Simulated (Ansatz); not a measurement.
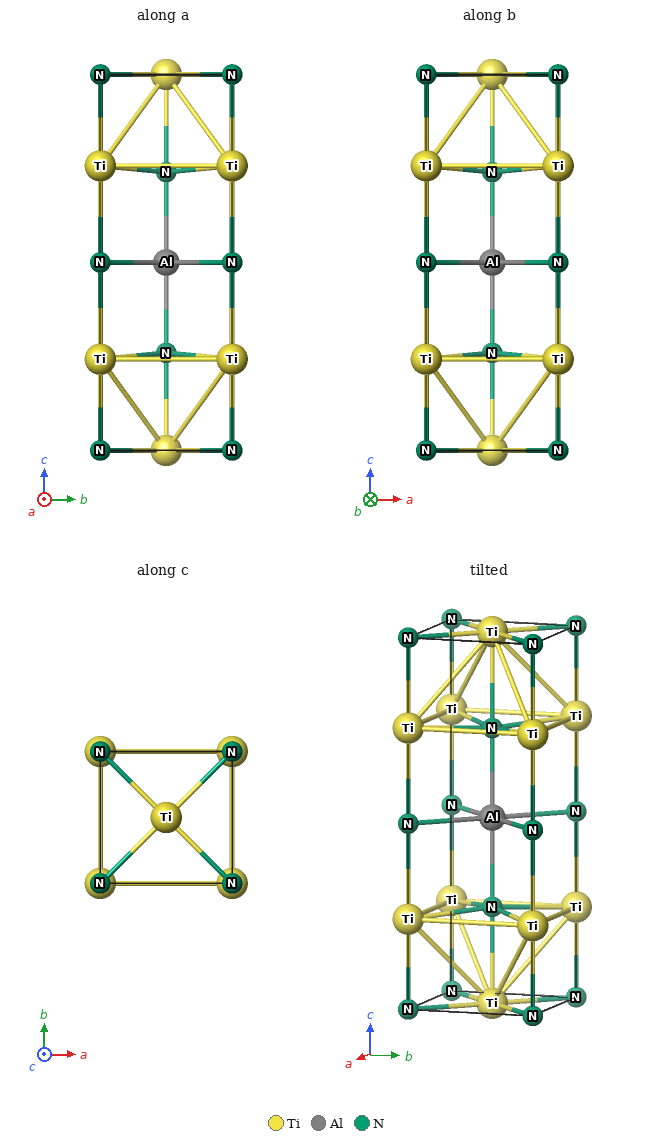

A ball-and-stick rendering, viewed along the a axis, along the b axis, along the c axis and slightly off an axis. Thin lines show the conventional unit cell, with boundary atoms drawn in all their periodic places.

Lattice parameters: a = 2.973 Å, b = 2.973 Å, c = 8.474 Å, α = 90.00°, β = 90.00°, γ = 90.00°.

Record the structure as a table of Wyckoff sites, with free fractional coordinates to two decimals.

Answer. Space group P4/mmm (No. 123).
```
atom  site     x     y     z
  Ti    1c  0.50  0.50  0.00
  Ti    2g  0.00  0.00  0.24
  Al    1d  0.50  0.50  0.50
   N    2h  0.50  0.50  0.26
   N    1b  0.00  0.00  0.50
   N    1a  0.00  0.00  0.00
```

The structure was taken from a structure type filled with these elements by a generator (whether the compound takes this form wasn't checked). The picture shows the end point of a geometry optimisation with DFT PBE, scalar-relativistic, plane waves, PAW (Ansatz).
